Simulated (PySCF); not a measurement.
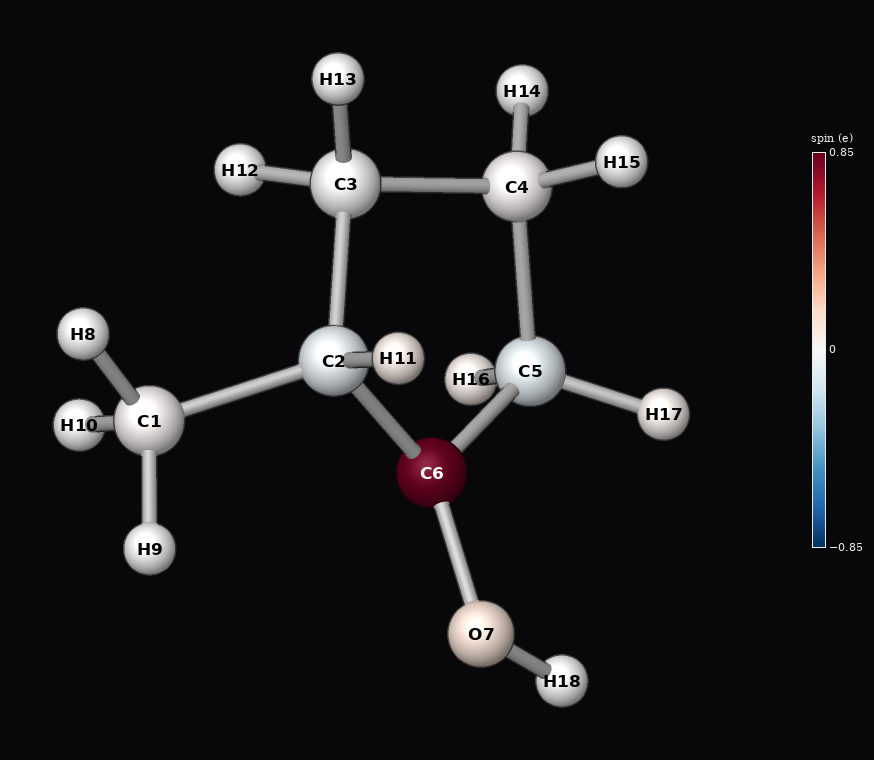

Atoms are coloured by their Mulliken spin populations. The species is neutral and a spin doublet. The computed structure is the end point of a GFN2-xTB optimisation. No frequency run is at hand to confirm it as a minimum. Method: UKS B3LYP, pcH-1 on C H O, non-relativistic (PySCF 2.14.0).

> Which atom carries the largest spin population?

C6 (0.84 e).

> Which atom has the lowest spin population?

C5 (−0.07 e); a negative value comes from spin polarisation.

List the Mulliken spin populations.

| atom | value (e) |
| --- | --- |
| C1 | 0.02 |
| C2 | −0.05 |
| C3 | 0.00 |
| C4 | 0.02 |
| C5 | −0.07 |
| C6 | 0.84 |
| O7 | 0.10 |
| H8 | 0.01 |
| H9 | 0.00 |
| H10 | 0.00 |
| H11 | 0.06 |
| H12 | 0.00 |
| H13 | 0.00 |
| H14 | 0.01 |
| H15 | 0.00 |
| H16 | 0.04 |
| H17 | 0.03 |
| H18 | 0.00 |

Mulliken values depend strongly on the basis set.
